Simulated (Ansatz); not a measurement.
Si2NH7S: geometry relaxation (part 2 of 2)

Continued. System: Si2NH7S. Method: RKS PBE0-D4/def2-TZVP (Ansatz 0.2.0). The geometry is a transition state displaced along its imaginary mode. The reaction was set up to form N2–H4 and to break Si1–N2 and S3–H4 (atoms counted from 1 in the order of the input); sticks are drawn by distance alone.

Geometry of the input (Å):
```
Si -0.2678  0.3192  -0.6405
N  1.3227  0.9743  -0.2444
S  0.5171  -0.7220  -2.3060
H  1.3459  0.0540  -1.6664
H  -1.1906  1.4873  -0.9462
Si -1.1357  -0.9571  1.1186
H  1.4907  1.9591  -0.3748
H  1.8278  0.5993  0.5295
H  -0.0547  -1.8611  1.5922
H  -2.3058  -1.7731  0.6921
H  -1.5496  -0.0800  2.2458
```

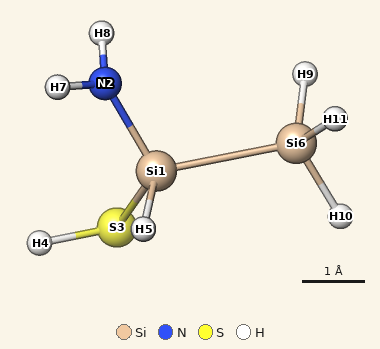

*The geometry at step 12 of the log (ball-and-stick view, seen at a tilt; atoms are numbered from 1 in the order of the input).*

## Trajectory as extended XYZ, continued
```
11
Properties=species:S:1:pos:R:3:forces:R:3 step=5 energy=-28185.63880
Si   -0.1751    0.4026   -0.5677   -0.0655  -0.0676   0.0496
N     1.2759    1.1527   -0.0466   -0.0093   0.0651   0.0750
S     0.2506   -0.8794   -2.2462    0.1990   0.0156  -0.0046
H     1.5055   -0.3810   -2.2711   -0.1635  -0.0986  -0.1014
H    -1.1094    1.4784   -0.9965    0.0433   0.0396   0.0284
Si   -1.1063   -0.9369    1.1110   -0.0128   0.0184  -0.0299
H     1.3616    2.1539   -0.0668    0.0447   0.0388   0.0102
H     1.8804    0.7290    0.6376   -0.0105   0.0219  -0.0394
H    -0.0602   -1.8772    1.5996    0.0055  -0.0057   0.0101
H    -2.2499   -1.7280    0.5848   -0.0188  -0.0215   0.0073
H    -1.5731   -0.1142    2.2620   -0.0121  -0.0059  -0.0052
11
Properties=species:S:1:pos:R:3:forces:R:3 step=6 energy=-28185.65998
Si   -0.1541    0.3925   -0.5381    0.0903  -0.0855  -0.1669
N     1.2797    1.1643   -0.0076   -0.0209  -0.0025   0.1132
S     0.2755   -0.9390   -2.1963    0.2160   0.1394   0.0732
H     1.4566   -0.3275   -2.4575   -0.3083  -0.0950   0.0454
H    -1.0671    1.4792   -0.9849    0.0186   0.0043   0.0023
Si   -1.1231   -0.9446    1.1216    0.0042  -0.0018  -0.0060
H     1.3814    2.1620   -0.0726    0.0248   0.0146   0.0218
H     1.9057    0.7489    0.6621    0.0008   0.0319  -0.0696
H    -0.0846   -1.8712    1.6522   -0.0008   0.0039   0.0008
H    -2.2440   -1.7531    0.5714   -0.0079  -0.0016   0.0071
H    -1.6260   -0.1114    2.2497   -0.0166  -0.0078  -0.0211
11
Properties=species:S:1:pos:R:3:forces:R:3 step=7 energy=-28185.68568
Si   -0.1165    0.4059   -0.5164   -0.0638  -0.1549   0.0665
N     1.2902    1.1970    0.0516    0.0172  -0.0702   0.0197
S     0.2801   -1.0271   -2.0730    0.2622   0.1578  -0.0493
H     1.2953   -0.2894   -2.5695   -0.1293  -0.0956  -0.0632
H    -1.0174    1.4801   -1.0112    0.0542   0.0536   0.0243
Si   -1.1295   -0.9498    1.1011   -0.0446   0.0948   0.1035
H     1.3970    2.1953    0.0183   -0.0174   0.0042  -0.0260
H     2.0126    0.7407    0.5845   -0.0682   0.0243  -0.0620
H    -0.0944   -1.8336    1.7056    0.0113   0.0015  -0.0110
H    -2.2018   -1.8048    0.5246    0.0063  -0.0004  -0.0318
H    -1.7158   -0.1143    2.1846   -0.0279  -0.0152   0.0294
11
Properties=species:S:1:pos:R:3:forces:R:3 step=8 energy=-28185.71039
Si   -0.0920    0.3795   -0.4965    0.0234   0.0914  -0.0135
N     1.2950    1.1864    0.0889    0.0027  -0.0038   0.0791
S     0.3448   -1.0437   -2.0412    0.0488  -0.0666  -0.0608
H     1.1726   -0.2244   -2.7134   -0.0374   0.0071  -0.0150
H    -0.9554    1.4752   -1.0159   -0.0118  -0.0319   0.0190
Si   -1.1422   -0.9479    1.1202   -0.0443  -0.0142   0.0444
H     1.4152    2.1786   -0.0066    0.0011   0.0204  -0.0096
H     2.0284    0.7466    0.6164    0.0076  -0.0149  -0.0229
H    -0.1074   -1.8042    1.7667   -0.0191   0.0059  -0.0059
H    -2.1732   -1.8292    0.5054    0.0177   0.0067   0.0143
H    -1.7859   -0.1170    2.1760    0.0114  -0.0003  -0.0290
11
Properties=species:S:1:pos:R:3:forces:R:3 step=9 energy=-28185.71452
Si   -0.0595    0.3643   -0.4933   -0.0843  -0.2116   0.1670
N     1.2832    1.1918    0.1639   -0.1480   0.1543  -0.0460
S     0.4539   -1.0689   -2.0157   -0.0527   0.1222   0.0114
H     1.0765   -0.1670   -2.7939    0.0159  -0.0218  -0.0433
H    -0.9728    1.4240   -0.9936    0.0820   0.0453  -0.1167
Si   -1.1595   -0.9430    1.1156    0.1292  -0.0074  -0.0548
H     1.4279    2.1708   -0.0127    0.0576  -0.0225   0.0146
H     2.0724    0.7410    0.5894    0.0461  -0.0370   0.0081
H    -0.1368   -1.7964    1.7756    0.0133  -0.0459   0.0781
H    -2.1874   -1.8336    0.5194   -0.0462  -0.0051  -0.0359
H    -1.7981   -0.0828    2.1454   -0.0127   0.0295   0.0175
11
Properties=species:S:1:pos:R:3:forces:R:3 step=10 energy=-28185.71164 accepted=F
Si   -0.0517    0.3595   -0.4738    0.0755  -0.2476  -0.0233
N     1.2635    1.2048    0.2209    0.2816   0.1996   0.0860
S     0.4819   -1.0604   -2.0057    0.2127   0.5037  -0.3949
H     0.9988   -0.1232   -2.8619   -0.2321  -0.4526   0.3872
H    -0.9305    1.4116   -1.0534    0.0108  -0.0153   0.0618
Si   -1.1425   -0.9689    1.1274   -0.0054   0.1078  -0.0229
H     1.4381    2.1689   -0.0300    0.0181  -0.2495   0.0592
H     2.0867    0.7468    0.5972   -0.3405   0.1547  -0.1469
H    -0.1754   -1.8402    1.8500    0.0417   0.0334  -0.0184
H    -2.1801   -1.8387    0.5184   -0.0387  -0.0126  -0.0371
H    -1.7888   -0.0601    2.1110   -0.0237  -0.0216   0.0492
11
Properties=species:S:1:pos:R:3:forces:R:3 step=11 energy=-28185.72318
Si   -0.0599    0.3583   -0.4790    0.0324  -0.0448  -0.0585
N     1.2693    1.2015    0.1897   -0.3474  -0.0378  -0.0590
S     0.4400   -1.0482   -2.0312   -0.0320  -0.0690   0.0678
H     1.0643   -0.1582   -2.8171    0.0186   0.0673  -0.0418
H    -0.9401    1.4213   -1.0359    0.0067  -0.0052   0.0459
Si   -1.1450   -0.9597    1.1280   -0.0008   0.0258  -0.0231
H     1.4323    2.1639   -0.0266    0.0714   0.2357  -0.0715
H     2.0631    0.7537    0.5972    0.2537  -0.1681   0.1381
H    -0.1512   -1.8254    1.8203    0.0109   0.0035  -0.0002
H    -2.1841   -1.8285    0.5154   -0.0096  -0.0097  -0.0103
H    -1.7885   -0.0786    2.1391   -0.0038   0.0022   0.0127
11
Properties=species:S:1:pos:R:3:forces:R:3 step=12 energy=-28185.73147
Si   -0.0472    0.3520   -0.4755   -0.0080  -0.0212   0.0226
N     1.2492    1.2176    0.2332    0.0210   0.1571  -0.0080
S     0.4763   -1.0475   -2.0238    0.0142   0.0157  -0.0490
H     0.9994   -0.1295   -2.8579   -0.0240  -0.0283   0.0320
H    -0.9342    1.4060   -1.0357    0.0034  -0.0138  -0.0092
Si   -1.1419   -0.9640    1.1263    0.0132   0.0363  -0.0053
H     1.4861    2.1381   -0.1068    0.0053  -0.1345   0.0501
H     2.0327    0.7627    0.6731   -0.0363   0.0014  -0.0285
H    -0.1522   -1.8304    1.8245   -0.0022  -0.0003   0.0015
H    -2.1829   -1.8298    0.5110    0.0098   0.0017  -0.0090
H    -1.7853   -0.0750    2.1315    0.0035  -0.0141   0.0026
11
Properties=species:S:1:pos:R:3:forces:R:3 step=13 energy=-28185.73439
Si   -0.0549    0.3617   -0.4796   -0.0507   0.0416  -0.0034
N     1.2269    1.2308    0.2561    0.0464  -0.0443   0.0622
S     0.4689   -1.0298   -2.0385    0.0017  -0.0020  -0.0055
H     0.9718   -0.1052   -2.8750   -0.0119   0.0015   0.0034
H    -0.9513    1.4072   -1.0400    0.0149  -0.0191  -0.0351
Si   -1.1316   -0.9566    1.1274    0.0150   0.0110   0.0011
H     1.5805    2.0736   -0.1667   -0.0165   0.0197  -0.0209
H     1.9567    0.7409    0.7494   -0.0055   0.0045  -0.0086
H    -0.1203   -1.7874    1.8378   -0.0072  -0.0094   0.0088
H    -2.1408   -1.8563    0.5077    0.0131   0.0059  -0.0010
H    -1.8058   -0.0788    2.1215    0.0008  -0.0094  -0.0009
11
Properties=species:S:1:pos:R:3:forces:R:3 step=14 energy=-28185.64420 accepted=F
Si   -0.0784    0.4045   -0.5016    0.4245  -0.4996   0.2701
N     1.2185    1.2024    0.3083   -0.2935   0.5963  -0.5080
S     0.4622   -1.0330   -2.0140    0.0471   0.0416  -0.0188
H     0.8681   -0.0701   -2.8570    0.0406  -0.0558  -0.1270
H    -0.9109    1.3985   -1.2356    0.0525   0.1116   0.3593
Si   -1.0805   -0.9262    1.1398   -0.3745  -0.1139   0.0048
H     1.5492    2.0698   -0.0963    0.1027  -0.1592   0.1448
H     1.9688    0.6870    0.7365   -0.0075  -0.0859   0.0183
H    -0.1440   -1.8071    1.8977    0.1717   0.1621  -0.1528
H    -2.0552   -1.8280    0.4806   -0.1335  -0.0683  -0.0051
H    -1.7980   -0.0976    2.1416   -0.0301   0.0710   0.0142
11
Properties=species:S:1:pos:R:3:forces:R:3 step=15 energy=-28185.73539
Si   -0.0480    0.3685   -0.4733   -0.0043   0.0185  -0.0068
N     1.2389    1.2273    0.2702   -0.0081  -0.0078  -0.0096
S     0.4670   -1.0301   -2.0315   -0.0062  -0.0010   0.0120
H     0.9172   -0.1052   -2.8968   -0.0021   0.0086   0.0069
H    -0.9282    1.4169   -1.0535    0.0090  -0.0111   0.0018
Si   -1.1321   -0.9508    1.1290   -0.0295  -0.0228   0.0024
H     1.5859    2.0742   -0.1519   -0.0030  -0.0113   0.0033
H     1.9771    0.7283    0.7410   -0.0007   0.0052   0.0043
H    -0.1207   -1.7588    1.8659    0.0011   0.0025   0.0004
H    -2.1058   -1.8794    0.4918    0.0224   0.0248   0.0117
H    -1.8513   -0.0909    2.1091    0.0213  -0.0057  -0.0263
11
Properties=species:S:1:pos:R:3:forces:R:3 step=16 energy=-28185.73542
Si   -0.0458    0.3624   -0.4748    0.0075   0.0091  -0.0047
N     1.2379    1.2238    0.2711   -0.0073  -0.0116  -0.0025
S     0.4764   -1.0284   -2.0387   -0.0158   0.0061   0.0292
H     0.9059   -0.0889   -2.8982    0.0049   0.0045  -0.0073
H    -0.9256    1.4089   -1.0568   -0.0034  -0.0013  -0.0040
Si   -1.1317   -0.9507    1.1308   -0.0139  -0.0262  -0.0031
H     1.5874    2.0680   -0.1537   -0.0008   0.0007  -0.0028
H     1.9749    0.7263    0.7452    0.0012   0.0000   0.0076
H    -0.1233   -1.7555    1.8753    0.0022   0.0026  -0.0017
H    -2.1042   -1.8809    0.4962    0.0114   0.0135   0.0061
H    -1.8519   -0.0850    2.1037    0.0140   0.0025  -0.0168
11
Properties=species:S:1:pos:R:3:forces:R:3 step=17 energy=-28185.73548
Si   -0.0501    0.3674   -0.4758    0.0008  -0.0030  -0.0075
N     1.2309    1.2281    0.2762    0.0455   0.0392  -0.0297
S     0.4693   -1.0269   -2.0361    0.0022   0.0085   0.0077
H     0.9050   -0.0915   -2.8973    0.0022  -0.0012  -0.0088
H    -0.9302    1.4111   -1.0625    0.0009  -0.0023   0.0036
Si   -1.1275   -0.9528    1.1284   -0.0122   0.0067  -0.0033
H     1.6034    2.0574   -0.1630   -0.0347  -0.0648   0.0358
H     1.9547    0.7254    0.7665   -0.0125   0.0163  -0.0068
H    -0.1131   -1.7551    1.8678   -0.0052   0.0029  -0.0010
H    -2.1015   -1.8823    0.4956    0.0109   0.0123   0.0110
H    -1.8410   -0.0808    2.1001    0.0022  -0.0147  -0.0010
11
Properties=species:S:1:pos:R:3:forces:R:3 step=18 energy=-28185.73569
Si   -0.0490    0.3662   -0.4766    0.0008  -0.0001  -0.0053
N     1.2329    1.2251    0.2734    0.0097   0.0056   0.0059
S     0.4710   -1.0274   -2.0362   -0.0011  -0.0061  -0.0030
H     0.9050   -0.0946   -2.9013   -0.0004   0.0011   0.0011
H    -0.9282    1.4112   -1.0620   -0.0017   0.0012  -0.0006
Si   -1.1280   -0.9513    1.1281   -0.0021  -0.0023  -0.0019
H     1.5968    2.0602   -0.1576   -0.0009   0.0002   0.0020
H     1.9576    0.7279    0.7667   -0.0029   0.0017  -0.0022
H    -0.1145   -1.7553    1.8662    0.0013  -0.0013   0.0013
H    -2.1028   -1.8789    0.4966   -0.0022  -0.0017   0.0005
H    -1.8407   -0.0831    2.1027   -0.0004   0.0016   0.0022
11
Properties=species:S:1:pos:R:3:forces:R:3 step=19 energy=-28185.73571
Si   -0.0482    0.3657   -0.4772    0.0005   0.0002   0.0038
N     1.2330    1.2260    0.2735   -0.0019  -0.0012  -0.0015
S     0.4722   -1.0290   -2.0357    0.0006   0.0008  -0.0010
H     0.9054   -0.0960   -2.9010    0.0001  -0.0010  -0.0002
H    -0.9278    1.4103   -1.0630    0.0005  -0.0005   0.0001
Si   -1.1283   -0.9519    1.1278    0.0004   0.0018  -0.0021
H     1.5941    2.0635   -0.1551   -0.0006  -0.0003   0.0003
H     1.9591    0.7295    0.7652    0.0002   0.0004   0.0000
H    -0.1156   -1.7587    1.8641   -0.0002  -0.0003  -0.0002
H    -2.1064   -1.8769    0.4972    0.0000   0.0003   0.0005
H    -1.8376   -0.0825    2.1042    0.0005  -0.0003   0.0003
```
